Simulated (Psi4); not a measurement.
# One shape, several levels: singlet InHCl+

Wanted: a comparison of 3 runs (DSD-PBEP86/def2-TZVPP, HSE06/def2-TZVPP, MP3/def2-TZVPP) of singlet InHCl+. 

The calculation is run with Psi4 1.11.

6 further runs of the same task are left out: 4 that didn't finish, 2 set aside as unsound or not needed.

## 1. The system as given

InHCl+: 3 atoms, total charge +1, spin state singlet. As SMILES of the parent species, `[Cl][InH]`. Geometry: relaxed at PBE0-D4/def2-TZVP. That shape belongs to the parent species and isn't relaxed for this state.

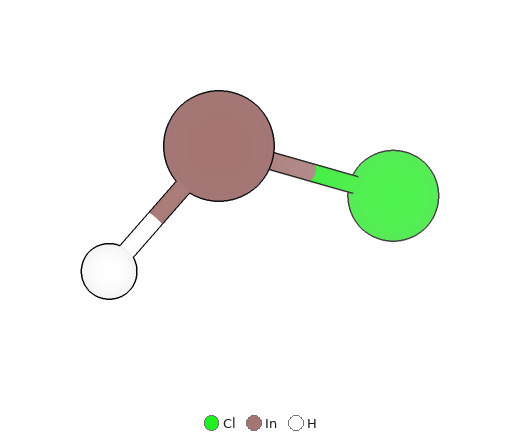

Viewed from a chosen angle; chlorine green, indium brown, hydrogen white.

## 2. The energy at DSD-PBEP86/def2-TZVPP (core potential, density fitting for correlation) (run 1)

run_ase.py reads:

```python
import numpy as np
from ase.calculators.psi4 import Psi4
from ase import Atoms

mol = Atoms(['Cl', 'In', 'H'], positions=[
    [-1.649800, 0.396800, -0.867400],
    [0.409500, 0.542400, 0.286100],
    [1.229400, -1.003900, 0.568100],
])
calc = Psi4(atoms=mol, method='dsd-pbep86', basis='def2-TZVPP', memory='2200MB', num_threads=1, charge=1, multiplicity=1, label='calc')
calc.psi4.set_options({'puream': True, 'e_convergence': 1e-09, 'd_convergence': 1e-08, 'scf_type': 'pk', 'dft_radial_points': 99, 'dft_spherical_points': 590, 'num_frozen_docc': 9})
mol.calc = calc

print(f'energy: {mol.get_potential_energy():.6f} eV')
```

The run is started by

```
python run_ase.py
```

calc.dat:

```text
[...]
    !!!  WARNING: ECP capability is in beta. Please check occupations closely.  !!!
[...]
  Running in c1 symmetry.
[...]
  Nuclear repulsion =   88.717601164286506
[...]
  Multiplicity = 1
[...]
  Nalpha       = 19
  Nbeta        = 19
[...]
    Number of basis functions: 106
[...]
   @RKS iter   1:  -649.67732698643658   -7.85031e-01   3.78260e-03 ADIIS/DIIS
[...]
   @RKS iter  11:  -649.74245284565052   -2.61480e-11   6.37367e-09 DIIS
[...]
    Orbital Energies [Eh]
    ---------------------
    Doubly Occupied:
       1A   -103.869580     2A    -10.371589     3A     -7.936315
       4A     -7.933118     5A     -7.933072     6A     -5.444003
       7A     -3.754246     8A     -3.752522     9A     -3.744530
      10A     -1.252199    11A     -1.245273    12A     -1.244952
      13A     -1.237285    14A     -1.237122    15A     -1.154877
      16A     -0.734846    17A     -0.626650    18A     -0.606138
      19A     -0.603402
[...]
  @RKS Final Energy:  -649.74245284565052
   => Energetics <=
    Nuclear Repulsion Energy =             88.7176011642865063
    One-Electron Energy =               -1138.4677977167132212
    Two-Electron Energy =                 412.8934516864794091
    DFT Exchange-Correlation Energy =     -12.8857079797030938
    Empirical Dispersion Energy =           0.0000000000000000
    VV10 Nonlocal Energy =                  0.0000000000000000
    Total Energy =                       -649.7424528456504049
[...]
 Multipole Moments:
 ------------------------------------------------------------------------------------
     Multipole            Electronic (a.u.)      Nuclear  (a.u.)        Total (a.u.)
 ------------------------------------------------------------------------------------
 L = 1.  Multiply by 2.5417464519 to convert [e a0] to [Debye]
 Dipole X            :         31.3761599          -29.8351934            1.5409665
 Dipole Y            :          4.8657871           -4.3513317            0.5144553
 Dipole Z            :         17.8676142          -16.9596498            0.9079644
 Magnitude           :                                                    1.8610861
[...]
```

The script printed:

```text
energy: -17686.677813 eV
```

Run time: 10 s. Hardware: 1 thread of AMD EPYC 7R43 (Zen 3), shared host; peak memory 0.86 GiB.

## 3. Energy and forces at HSE06/def2-TZVPP (core potential) (run 2)

clhin.xyz reads:

```xyz
3
ClHIn
Cl    -1.649800     0.396800    -0.867400
In     0.409500     0.542400     0.286100
H      1.229400    -1.003900     0.568100
```

clhin.py reads:

```python
import psi4

psi4.set_memory('2200 MB')
psi4.set_num_threads(1)
psi4.core.set_output_file('run.log', False)

with open('clhin.xyz') as f:
    atoms = ''.join(f.readlines()[2:])
m = psi4.geometry('1 1\n' + atoms + 'symmetry c1')

options = {'basis': 'def2-TZVPP', 'puream': True, 'e_convergence': 1e-09, 'd_convergence': 1e-08, 'scf_type': 'pk', 'dft_radial_points': 99, 'dft_spherical_points': 590}
psi4.set_options(options)

result, w = psi4.gradient("hse06", return_wfn=True)
psi4.oeprop(w, "LOWDIN_CHARGES", "QUADRUPOLE", "WIBERG_LOWDIN_INDICES", title="HSE06")
print('gradient / Eh bohr^-1')
print(result.np.round(6))
print(f'energy = {w.energy():.10f} Eh')
```

The run is started by

```
python clhin.py
```

run.log:

```text
[...]
    !!!  WARNING: ECP capability is in beta. Please check occupations closely.  !!!
[...]
  Running in c1 symmetry.
[...]
  Nuclear repulsion =   88.717601164286492
[...]
  Multiplicity = 1
[...]
  Nalpha       = 19
  Nbeta        = 19
[...]
    Number of basis functions: 106
[...]
   @RKS iter   1:  -650.43228347014792   -5.39492e-01   4.85574e-03 DIIS/ADIIS
[...]
   @RKS iter  12:  -650.51845342025581   -8.98126e-12   3.04402e-09 DIIS
[...]
    Orbital Energies [Eh]
    ---------------------
    Doubly Occupied:
       1A   -101.899422     2A     -9.715155     3A     -7.446551
       4A     -7.439686     5A     -7.439684     6A     -4.998269
       7A     -3.395565     8A     -3.393627     9A     -3.385691
      10A     -1.072508    11A     -1.064590    12A     -1.063409
      13A     -1.057902    14A     -1.056938    15A     -0.993166
      16A     -0.655211    17A     -0.553294    18A     -0.519028
      19A     -0.517309
[...]
  @RKS Final Energy:  -650.51845342025581
   => Energetics <=
    Nuclear Repulsion Energy =             88.7176011642864921
    One-Electron Energy =               -1138.5326358021191027
    Two-Electron Energy =                 433.9493200201304717
    DFT Exchange-Correlation Energy =     -34.6527388025535359
    Empirical Dispersion Energy =           0.0000000000000000
    VV10 Nonlocal Energy =                  0.0000000000000000
    Total Energy =                       -650.5184534202558098
[...]
  -Total Gradient:
     Atom            X                  Y                   Z
    ------   -----------------  -----------------  -----------------
       1       -0.029014606689    -0.013333751516    -0.000000000290
       2        0.035643862927     0.033138530136    -0.000000000460
       3       -0.006637979820    -0.019786853884     0.000000000126
[...]
 Multipole Moments:
 ------------------------------------------------------------------------------------
     Multipole            Electronic (a.u.)      Nuclear  (a.u.)        Total (a.u.)
 ------------------------------------------------------------------------------------
 L = 1.  Multiply by 2.5417464519 to convert [e a0] to [Debye]
 Dipole X            :         35.8611423          -34.3160511            1.5450912
 Dipole Y            :          4.6835746           -4.3716373            0.3119373
 Dipole Z            :          0.0000001            0.0000000            0.0000001
 Magnitude           :                                                    1.5762651
 L = 2.  Multiply by 1.3450342976 to convert [e a0^2] to [Debye ang]
 Quadrupole XX       :       -250.3075169          229.7932421          -20.5142748
 Quadrupole XY       :         -4.7045117            5.5405990            0.8360873
[...]
```

On the terminal:

```text
gradient / Eh bohr^-1
[[-0.029015 -0.013334 -0.      ]
 [ 0.035644  0.033139 -0.      ]
 [-0.006638 -0.019787  0.      ]]
energy = -650.5184534203 Eh
```

Wall time 49 s (1 thread of AMD EPYC 7R43 (Zen 3), shared host); peak memory 0.96 GiB.

## 4. The energy at MP3/def2-TZVPP (core potential) (run 3)

clhin.xyz is that of step 3.

job.py reads:

```python
import psi4

psi4.set_memory('2200 MB')
psi4.set_num_threads(1)
psi4.core.set_output_file('psi4.out', False)

with open('clhin.xyz') as f:
    atoms = ''.join(f.readlines()[2:])
molecule = psi4.geometry('1 1\n' + atoms + 'symmetry c1\nno_reorient\nno_com')

psi4.set_options({
    'puream': True,
    'e_convergence': 1e-09,
    'd_convergence': 1e-08,
    'scf_type': 'pk',
    'num_frozen_docc': 9,
    'mp_type': 'conv',
})

e, wfn = psi4.energy("mp3/def2-TZVPP", return_wfn=True)
print(f'mp3/def2-TZVPP energy: {e:.10f} Eh')
```

The run is started by

```
python job.py
```

psi4.out:

```text
[...]
    !!!  WARNING: ECP capability is in beta. Please check occupations closely.  !!!
[...]
  Running in c1 symmetry.
[...]
  Nuclear repulsion =   88.717601164286506
[...]
  Multiplicity = 1
[...]
  Nalpha       = 19
  Nbeta        = 19
[...]
    Number of basis functions: 106
[...]
   @RHF iter   1:  -648.97736626574556   -8.91505e-01   3.35516e-03 DIIS/ADIIS
[...]
   @RHF iter  12:  -649.03738006828871   -1.67120e-11   8.38854e-09 DIIS
[...]
    Orbital Energies [Eh]
    ---------------------
    Doubly Occupied:
       1A   -105.018955     2A    -10.744738     3A     -8.211062
       4A     -8.209891     5A     -8.209886     6A     -5.692477
       7A     -3.951535     8A     -3.949900     9A     -3.942383
      10A     -1.343606    11A     -1.337026    12A     -1.336843
      13A     -1.328579    14A     -1.328196    15A     -1.235743
      16A     -0.766599    17A     -0.657992    18A     -0.643686
      19A     -0.640535
[...]
  @RHF Final Energy:  -649.03738006828871
   => Energetics <=
    Nuclear Repulsion Energy =             88.7176011642865063
    One-Electron Energy =               -1138.4107013317895962
    Two-Electron Energy =                 400.6557200992144203
    Total Energy =                       -649.0373800682887122
[...]
 Multipole Moments:
 ------------------------------------------------------------------------------------
     Multipole            Electronic (a.u.)      Nuclear  (a.u.)        Total (a.u.)
 ------------------------------------------------------------------------------------
 L = 1.  Multiply by 2.5417464519 to convert [e a0] to [Debye]
 Dipole X            :         35.9422770          -34.4264636            1.5158133
 Dipole Y            :        -30.7887882           32.3749770            1.5861888
 Dipole Z            :         16.4507780          -15.4383066            1.0124714
 Magnitude           :                                                    2.4163574
[...]
	SCS-MP2 Total Energy (a.u.)        :  -649.45393909790698
	SOS-MP2 Total Energy (a.u.)        :  -649.44093045485704
[...]
	SOS-PI-MP2 Total Energy (a.u.)     :  -649.47197279228533
[...]
	MP2 Total Energy (a.u.)            :  -649.47995638400664
[...]
	SCS-MP3 Total Energy (a.u.)        :  -649.45715074469797
[...]
	MP3 Total Energy (a.u.)            :  -649.49280297117070
[...]
```

Standard output:

```text
mp3/def2-TZVPP energy: -649.4928029712 Eh
```

Wall time 18 s (1 thread of AMD EPYC 7R43 (Zen 3), shared host); peak memory 1 GiB.

## 5. The series

| run | level | task | fitting correlation | energy (Eh) | HOMO energy (eV) | LUMO energy (eV) | HOMO–LUMO gap (eV) | wall time |
| --- | --- | --- | --- | --- | --- | --- | --- | --- |
| 1 | DSD-PBEP86/def2-TZVPP (core potential, density fitting for correlation) | energy | density fitting | -649.973426 | -16.42 | -8.79 | 7.63 | 10 s |
| 2 | HSE06/def2-TZVPP (core potential) | gradient | – | -650.518453 | -14.08 | -10.99 | 3.09 | 49 s |
| 3 | MP3/def2-TZVPP (core potential) | energy | none | -649.492803 | -17.43 | -7.54 | 9.89 | 18 s |

## 6. Results

| quantity | value |
| --- | --- |
| run 3: total energy | -649.49280 Eh |
| run 3: HOMO energy (Hartree–Fock orbitals) | -17.43 eV |
| run 3: LUMO energy (Hartree–Fock orbitals) | -7.54 eV |
| run 3: HOMO–LUMO gap (Hartree–Fock orbitals) | 9.89 eV |
| run 3: correlation energy (9 core orbitals frozen) | -455.4 mEh |

What this shows: Totals of different functionals can't be ranked against each other. All runs together took 78 s, the longest 49 s.
